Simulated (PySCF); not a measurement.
C4H6ClF3Si

```xyz
15

F     2.3074   -0.3221   -1.4387
C     1.5252    0.4807   -0.6882
F     2.3573    1.3688   -0.1114
F     0.7783    1.1782   -1.5615
C     0.7099   -0.2722    0.3174
C    -0.3720   -1.1441   -0.3566
C    -1.6303   -0.3110   -0.0290
Si   -0.6519    0.7719    1.2060
Cl   -0.6441    2.7546    0.9737
H     1.4170   -0.8315    0.9291
H    -0.4116   -2.1280    0.1055
H    -0.2049   -1.2741   -1.4248
H    -2.4622   -0.9026    0.3429
H    -1.9862    0.2355   -0.9009
H    -0.7364    0.4038    2.6146
```

Geometry: GFN2-xTB.

Theory: PBE0/pcSseg-1, SCF density, gas phase, non-relativistic (PySCF 2.14.0).

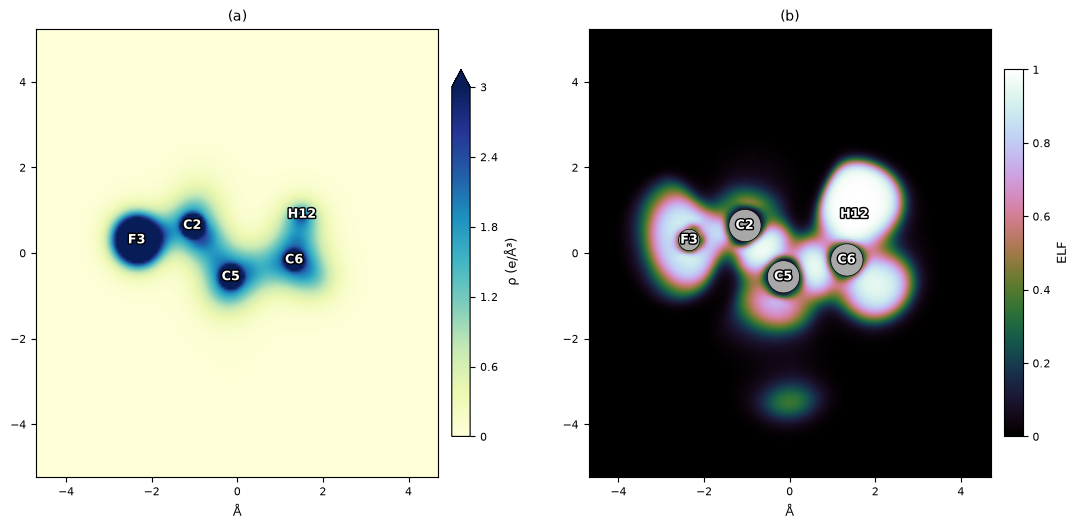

Figure 1. (a) electron density; (b) ELF on the plane of atoms F3, C2 and C5. Grey discs cover the atomic cores in the ELF map.

**Read the bonding off the picture.**

Atoms in the plane: C, F and H.
C–F (1.35 Å): the density is about 2.3 e/Å³ at the midpoint, with its minimum of 1.9 e/Å³ about 0.5 Å from C; the ELF peaks at about 0.85 between the atoms, as expected for a polar covalent bond.
C–C (1.50 Å): ρ at the midpoint is about 1.8 e/Å³; the ELF peaks at about 0.95 between the atoms (a covalent bond).
C–H (1.09 Å): ρ at the midpoint is about 2 e/Å³; the ELF climbs to about 1 towards the hydrogen, as it does in any bond to H (a covalent bond by its length).
C–C (1.54 Å): the density is about 1.6 e/Å³ at the midpoint; the ELF peaks at about 0.95 between the atoms; a covalent bond.
The ELF also peaks beside F3, away from the bonds: lone-pair regions.

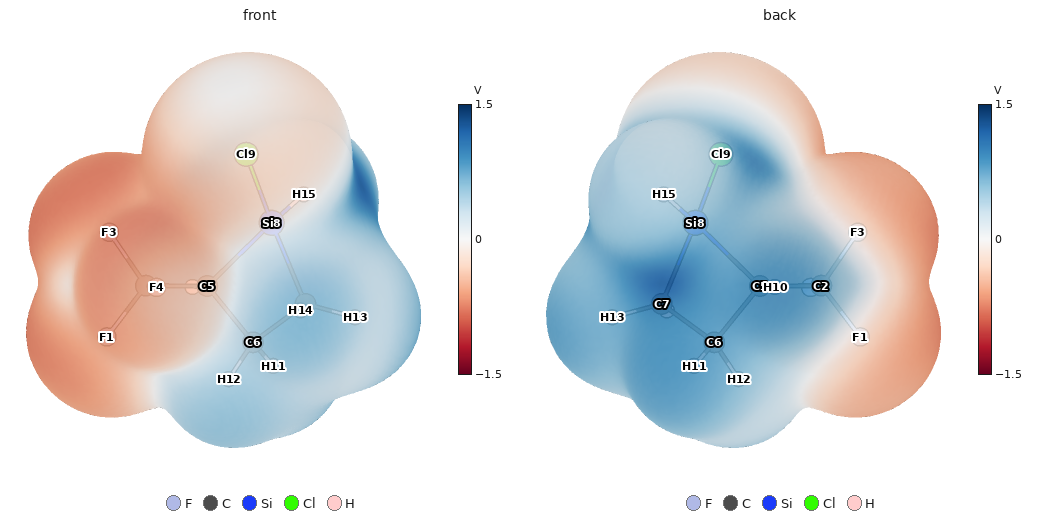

Figure 2. The electrostatic potential painted on the density surface at 0.001 e/bohr³, seen from the front and from behind; red is negative and blue positive.

**Describe the electrostatic potential map.**

The most negative region (about −0.8 V) lies over F1, F3 and F4, the most positive (about +1.2 V) over C6 and Si8.

**How polar is the molecule by this calculation?**

Its dipole moment is 3.23 D.
